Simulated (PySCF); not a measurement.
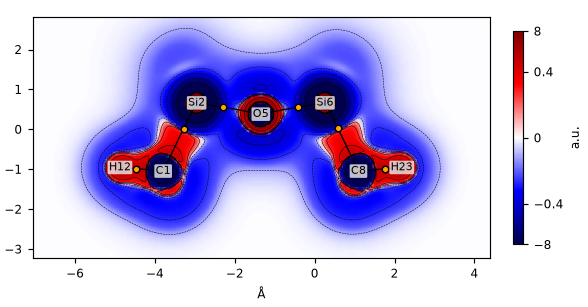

C6H18OSi2, SMILES `C[Si](C)(C)O[Si](C)(C)C`. Negative Laplacian of the density (−∇²ρ) in the plane of C1, Si2, O5, Si6, C8, H12 and H23 (red positive, blue negative, colour scale in a.u., logarithmic beyond ±0.04), with bond paths and bond critical points (dots).

Method: TPSSh/6-31+G*; geometry: GFN2-xTB; program: PySCF. No frequency check shows the geometry to be a minimum.

At which bond critical points in this plane is charge locally concentrated, and at which depleted?

Concentrated (∇²ρ < 0): C8–H23 and C1–H12 (−0.88 a.u.). Depleted (∇²ρ > 0): Si2–O5 and O5–Si6 (+1.03 a.u., H = −0.016); Si6–C8 and C1–Si2 (+0.26 a.u., H = −0.064). A positive Laplacian with clearly negative H marks a strongly polar covalent bond, whose critical point lies close to the core of the less electronegative atom.

Where along C8–H23 does the critical point lie?

0.68 Å from C8 and 0.41 Å from H23.

Cost of the run: 83 s on 1 thread of Intel(R) Xeon(R) Platinum 8488C (Sapphire Rapids), with other jobs on the host, peak memory 0.95 GiB.
